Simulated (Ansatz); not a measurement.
Consider ClH3O3W···HCl.

```xyz
10

W    -0.7249   -0.2478   -0.4126
H     1.4885    1.0971    0.9175
Cl    2.6484    0.5048    0.5793
O    -0.2165    1.2992    0.6253
H    -0.4559    2.1448    0.2013
O    -2.5677    0.0299   -0.2595
H    -2.8616    0.0037    0.6772
Cl   -0.5556   -2.4902   -0.0958
O     0.4690    0.0652   -1.8095
H     1.3939    0.0866   -1.4654
```

Core potentials replace the inner electrons of W; not at a stationary point (largest force 0.6 eV/Å).

Theory: RKS PBE0-D4/def2-SVP (Ansatz 0.2.0).

Q: What can the converged electron density and electron localisation function tell about the bonding?

A: W–Cl (2.27 Å): the density is about 0.72 e/Å³ at the midpoint; the ELF peaks at about 0.85 in the valence shell of Cl, 0.9 Å from its nucleus, and is about 0.40 at the midpoint.
O–H (0.98 Å): ρ at the midpoint is about 3.5 e/Å³; the ELF climbs to about 1 towards the hydrogen, as it does in any bond to H; an ordinary covalent bond to hydrogen.
W–O (1.93 Å): ρ is about 0.98 e/Å³ halfway; the ELF peaks at about 0.85 in the valence shell of O, 0.6 Å from its nucleus, and drops to about 0.25 between the two atoms.

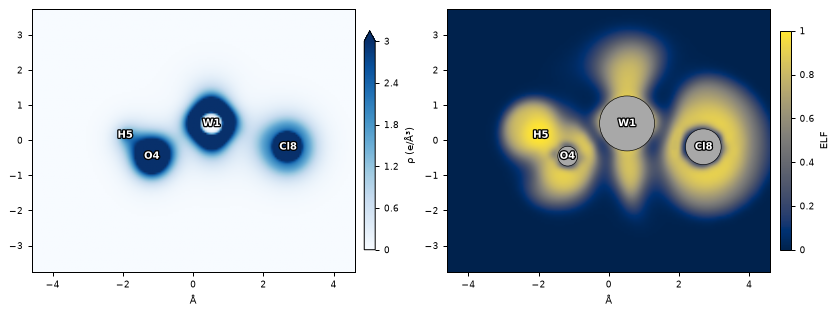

Computed electron density and electron localisation function on the plane of atoms W1, O4 and H5, in this order. Grey discs cover the atomic cores in the ELF map. 
